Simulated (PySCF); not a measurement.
# SiH2O2F: geometry relaxation

System: SiH2O2F, multiplicity 2.
Method: PBE0-D3(BJ)/def2-SVP geometry optimisation, gas phase (PySCF 2.14.0).

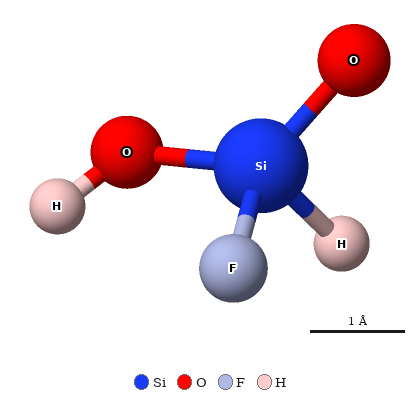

*The starting structure (ball-and-stick view, seen at a tilt).*

Bond lengths as drawn: F–Si 1.65 Å, H–O 0.96 Å, H–Si 1.52 Å and O–Si 1.52 to 1.62 Å.

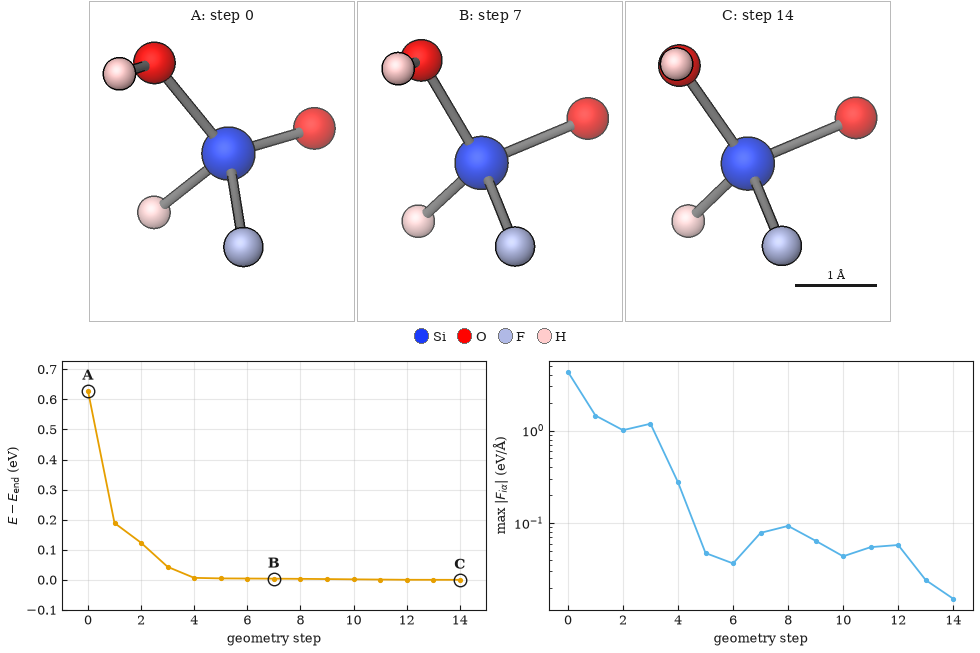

*Frames of the relaxation (ball-and-stick view, seen at a tilt) above the curves, on which the letters mark them (steps are counted from 0).*

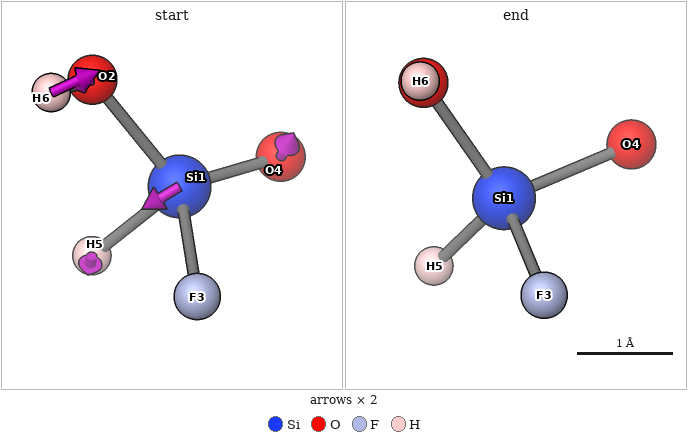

*Before (left) and after (right) the relaxation, at one scale (ball-and-stick view, seen at a tilt). The pink arrows give the displacements, magnified 2 times.*

H6 moves most after the best rigid fit: 0.29 Å. By element the largest moves are H 0.29 Å, Si 0.24 Å, O 0.23 Å, F 0.04 Å. Distances before and after: Si1–O4 1.515 → 1.671 Å, Si1–H5 1.520 → 1.479 Å, Si1–F3 1.651 → 1.616 Å, Si1–O2 1.624 → 1.639 Å. Among the angles that change: O2–Si1–O4 124.1° → 112.0°, F3–Si1–O4 123.0° → 111.2°, F3–Si1–H5 100.2° → 110.6°. Over 14 geometry steps the energy falls by 0.629 eV. The largest force component goes from 4.3 to 0.015 eV/Å. (Atoms are counted from 1 in the order of the input.)

The input and output of the run follow.

## Input file
```
{"job": {"xc": "PBE0", "basis": "def2-SVP", "d3": "d3bj", "grid": 2, "kind": "geom", "shake": 0.01}, "charge": 0, "multiplicity": 2}
Si     0.072021    -0.389344     0.141417
O      0.476331     1.183662     0.135794
F     -1.578888    -0.360195     0.153716
O      0.883176    -1.473584     0.821505
H      0.322097    -0.888215    -1.272078
H     -0.153697     1.895671    -0.003444
```

The first line tells a small driver script what to run in PySCF; the rest is the geometry in Å.

Run as:
```bash
OMP_NUM_THREADS=1 python <driver script> task.json out
```

## The program's output
```
step   0  E = -540.35660439  max force = 0.083816
step   1  E = -540.37276225  max force = 0.028248
step   2  E = -540.37517810  max force = 0.019624
step   3  E = -540.37811903  max force = 0.023031
step   4  E = -540.37946572  max force = 0.005358
step   5  E = -540.37953217  max force = 0.000921
step   6  E = -540.37954804  max force = 0.000713
step   7  E = -540.37956500  max force = 0.001523
step   8  E = -540.37958596  max force = 0.001810
step   9  E = -540.37961532  max force = 0.001251
step  10  E = -540.37964602  max force = 0.000850
step  11  E = -540.37967260  max force = 0.001067
step  12  E = -540.37969995  max force = 0.001125
step  13  E = -540.37970425  max force = 0.000471
step  14  E = -540.37970707  max force = 0.000295
optimisation converged
```

## Trajectory as extended XYZ (Å, eV, eV/Å), 15 frames, from step=0 to step=14
```
6
Properties=species:S:1:pos:R:3:forces:R:3 step=0 energy=-14703.85215
Si    0.0720   -0.3893    0.1414   -4.3100   3.8704  -3.4156
O     0.4763    1.1837    0.1358    0.6345   0.3535   0.5250
F    -1.5789   -0.3602    0.1537    0.9802  -0.2715   0.5146
O     0.8832   -1.4736    0.8215    2.4572  -3.2498   2.2730
H     0.3221   -0.8882   -1.2721    0.3575  -0.4812   0.0424
H    -0.1537    1.8957   -0.0034   -0.1194  -0.2213   0.0607
6
Properties=species:S:1:pos:R:3:forces:R:3 step=1 energy=-14704.29183
Si    0.0129   -0.3275    0.0344   -0.2128   0.4705  -1.4526
O     0.4836    1.2237    0.1681    0.2329   0.1378   0.1039
F    -1.5741   -0.3572    0.2100   -0.5876  -0.0047   0.1758
O     0.8681   -1.4551    0.7662    0.7967  -0.9038   1.1179
H     0.3901   -1.0432   -1.2535   -0.1563   0.3023   0.0184
H    -0.1596    1.9273    0.0517   -0.0730  -0.0021   0.0366
6
Properties=species:S:1:pos:R:3:forces:R:3 step=2 energy=-14704.35757
Si    0.0450   -0.3600   -0.0116   -0.7031   0.8596  -1.0091
O     0.4708    1.2039    0.1675    0.6818   0.1582  -0.0144
F    -1.5474   -0.2753    0.2216   -0.3112  -0.4746  -0.0034
O     0.8705   -1.4526    0.8463    0.5484  -0.6488   0.8311
H     0.3837   -1.0323   -1.3187   -0.1533   0.2179   0.1490
H    -0.2014    1.8843    0.0719   -0.0625  -0.1124   0.0467
6
Properties=species:S:1:pos:R:3:forces:R:3 step=3 energy=-14704.43759
Si    0.0215   -0.3676   -0.0629   -0.7577   0.0080   0.4833
O     0.5570    1.1753    0.1318   -0.2955  -0.1544   0.0581
F    -1.6083   -0.4261    0.1992    1.1843   0.1619  -0.1538
O     0.8621   -1.3667    0.9976   -0.1759   0.1627  -0.2048
H     0.3015   -0.9127   -1.3928    0.0167  -0.2412  -0.2240
H    -0.1128    1.8658    0.1039    0.0280   0.0630   0.0412
6
Properties=species:S:1:pos:R:3:forces:R:3 step=4 energy=-14704.47424
Si    0.0305   -0.3627   -0.0607   -0.2755   0.0599  -0.0394
O     0.5322    1.1857    0.1428   -0.0148  -0.0588  -0.0207
F    -1.5726   -0.3831    0.1985    0.2677  -0.0048  -0.0417
O     0.8602   -1.3787    0.9683    0.0242  -0.0046   0.0330
H     0.3118   -0.9659   -1.3862   -0.0076   0.0050   0.0404
H    -0.1410    1.8727    0.1142    0.0060   0.0033   0.0284
6
Properties=species:S:1:pos:R:3:forces:R:3 step=5 energy=-14704.47605
Si    0.0288   -0.3624   -0.0649   -0.0474   0.0240  -0.0056
O     0.5308    1.1845    0.1383   -0.0014  -0.0089  -0.0277
F    -1.5663   -0.3853    0.1967    0.0117  -0.0045  -0.0049
O     0.8619   -1.3713    0.9701    0.0233  -0.0068   0.0207
H     0.3074   -0.9701   -1.3859    0.0069  -0.0044  -0.0067
H    -0.1416    1.8726    0.1226    0.0068   0.0005   0.0243
6
Properties=species:S:1:pos:R:3:forces:R:3 step=6 energy=-14704.47648
Si    0.0271   -0.3627   -0.0675    0.0327  -0.0066   0.0025
O     0.5302    1.1840    0.1325   -0.0085   0.0027  -0.0287
F    -1.5659   -0.3896    0.1969   -0.0366   0.0021   0.0043
O     0.8659   -1.3640    0.9724    0.0057   0.0011  -0.0007
H     0.3046   -0.9728   -1.3880    0.0034   0.0003   0.0019
H    -0.1410    1.8732    0.1306    0.0034   0.0004   0.0207
6
Properties=species:S:1:pos:R:3:forces:R:3 step=7 energy=-14704.47694
Si    0.0261   -0.3637   -0.0716    0.0783  -0.0189   0.0278
O     0.5275    1.1843    0.1206   -0.0050   0.0118  -0.0302
F    -1.5652   -0.3946    0.1993   -0.0527   0.0016   0.0107
O     0.8749   -1.3533    0.9736   -0.0168   0.0078  -0.0230
H     0.3009   -0.9780   -1.3902    0.0012   0.0003  -0.0008
H    -0.1432    1.8734    0.1452   -0.0050  -0.0026   0.0154
6
Properties=species:S:1:pos:R:3:forces:R:3 step=8 energy=-14704.47751
Si    0.0259   -0.3643   -0.0763    0.0931  -0.0300   0.0305
O     0.5212    1.1871    0.0997    0.0036   0.0213  -0.0288
F    -1.5633   -0.4025    0.2065   -0.0440   0.0017   0.0194
O     0.8909   -1.3389    0.9711   -0.0345   0.0073  -0.0320
H     0.2957   -0.9862   -1.3923   -0.0018   0.0054   0.0015
H    -0.1494    1.8729    0.1683   -0.0163  -0.0058   0.0093
6
Properties=species:S:1:pos:R:3:forces:R:3 step=9 energy=-14704.47831
Si    0.0277   -0.3650   -0.0841    0.0643  -0.0238   0.0375
O     0.5067    1.1941    0.0608    0.0249   0.0303  -0.0320
F    -1.5571   -0.4152    0.2253   -0.0105  -0.0046   0.0254
O     0.9196   -1.3164    0.9628   -0.0471  -0.0008  -0.0334
H     0.2864   -0.9980   -1.3964   -0.0027   0.0090  -0.0016
H    -0.1624    1.8685    0.2085   -0.0291  -0.0101   0.0041
6
Properties=species:S:1:pos:R:3:forces:R:3 step=10 energy=-14704.47914
Si    0.0302   -0.3644   -0.0948   -0.0013  -0.0120   0.0201
O     0.4750    1.2083   -0.0059    0.0428   0.0364  -0.0370
F    -1.5440   -0.4392    0.2665    0.0400  -0.0066   0.0253
O     0.9671   -1.2827    0.9419   -0.0437  -0.0226  -0.0107
H     0.2692   -1.0119   -1.4033   -0.0026   0.0160  -0.0009
H    -0.1764    1.8580    0.2726   -0.0352  -0.0113   0.0032
6
Properties=species:S:1:pos:R:3:forces:R:3 step=11 energy=-14704.47987
Si    0.0320   -0.3631   -0.0999   -0.0541   0.0080   0.0061
O     0.4539    1.2179   -0.0467    0.0422   0.0224  -0.0256
F    -1.5329   -0.4516    0.2997    0.0549  -0.0051   0.0122
O     0.9909   -1.2703    0.9253   -0.0202  -0.0278   0.0064
H     0.2562   -1.0138   -1.4089    0.0005   0.0106  -0.0024
H    -0.1790    1.8490    0.3076   -0.0232  -0.0082   0.0033
6
Properties=species:S:1:pos:R:3:forces:R:3 step=12 energy=-14704.48061
Si    0.0332   -0.3612   -0.0983   -0.0579   0.0116  -0.0162
O     0.4601    1.2195   -0.0510    0.0083   0.0048   0.0021
F    -1.5286   -0.4438    0.3131    0.0351   0.0076   0.0036
O     0.9830   -1.2860    0.9184    0.0096  -0.0184   0.0086
H     0.2506   -1.0058   -1.4115    0.0036  -0.0026   0.0015
H    -0.1773    1.8453    0.3061    0.0012  -0.0031   0.0004
6
Properties=species:S:1:pos:R:3:forces:R:3 step=13 energy=-14704.48073
Si    0.0320   -0.3604   -0.0987   -0.0242   0.0137  -0.0133
O     0.4651    1.2191   -0.0521    0.0015  -0.0044   0.0059
F    -1.5269   -0.4350    0.3214    0.0019   0.0039   0.0002
O     0.9780   -1.2957    0.9119    0.0158  -0.0103   0.0068
H     0.2450   -1.0036   -1.4133   -0.0026  -0.0042  -0.0003
H    -0.1722    1.8437    0.3077    0.0076   0.0013   0.0007
6
Properties=species:S:1:pos:R:3:forces:R:3 step=14 energy=-14704.48081
Si    0.0296   -0.3599   -0.0995    0.0078   0.0045  -0.0056
O     0.4709    1.2174   -0.0523   -0.0037  -0.0085   0.0061
F    -1.5272   -0.4268    0.3276   -0.0152   0.0022  -0.0011
O     0.9742   -1.3034    0.9054    0.0093   0.0001   0.0009
H     0.2363   -1.0028   -1.4154   -0.0079  -0.0018  -0.0010
H    -0.1629    1.8435    0.3111    0.0097   0.0034   0.0008
```

## Results in brief

| quantity | value |
| --- | --- |
| outcome | converged |
| total energy | −540.379707 hartree |
| ⟨S²⟩ | 0.753 |
| dipole moment | 1.80 D |
| point group | C1 |
| hardware | 1 CPU thread, shared host |
| wall time | 2 min |
| peak memory | 0.37 GiB |
